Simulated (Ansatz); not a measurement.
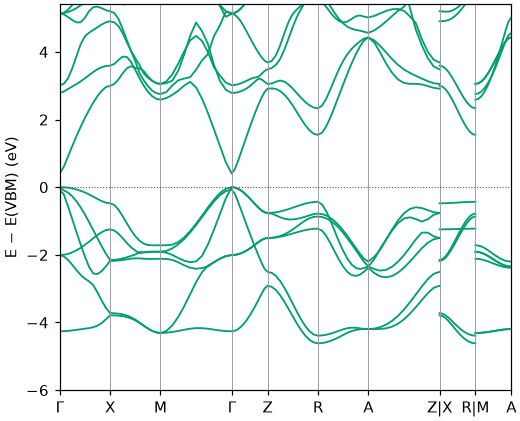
Fig. 1. Band structure from the program Ansatz at the PBEsol level (PAW)

Problem. Read off the gap and where the band edges lie.

Solution. About 0.4 eV (0.40 eV by a search for the band edges); maximum at Γ, minimum at Γ.

The material is Cd₂TeSe in space group P-4m2 (No. 115; Cd on 2g, Te on 1d, Se on 1b).

The workflow started from a Materials Project entry (that database holds measured and hypothetical structures alike); the Crystallography Open Database copy checked does not list it. Its standing as an ambient phase is unchecked. Symmetry was held in the PBEsol relaxation; of distortions, only those at the zone centre were tested. Spin–orbit coupling is left out wherever it is not named.

Potentials: the later of the program's two PAW sets.
